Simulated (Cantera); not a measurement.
Feed: 1 mol (CH3)2SiCl2, 0.83 mol C2H2, 9.6 mol H2, 0.65 mol HCl, equilibrated at 0.100 bar.

Cantera equilibrium calculation (NASA polynomials, part measured and part estimated; ideal gas, pure solids and liquids). Candidate condensed phases: C, C6H6, C7H8, C8H18, Si, SiC; 109 gas species. The feed counts by its element totals alone. The tables' values for SiCl, SiCl3 are old estimates; treat these amounts as uncertain. Gases not in the tables: Si2H6 and higher silanes. Equilibrium is a limit: real reactors are often held back by kinetics, nucleation or transport.

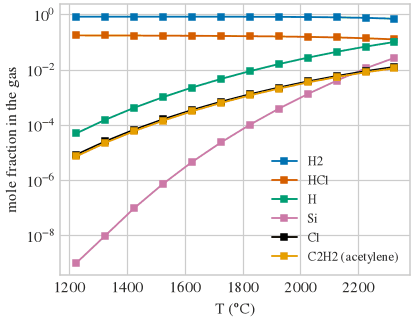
Figure: Equilibrium gas composition (values under 1e-9 drawn at 1e-9)

From 1225 °C to 2225 °C the condensed part is C(graphite) + SiC(s). At 2325 °C the condensed part is C(graphite). The main Si-bearing gas is SiCl2 at 1225 °C and Si at 2325 °C. The share of Si in condensed phases is highest at 1225 °C (98.4 %) and lowest at 2325 °C (0.0 %).
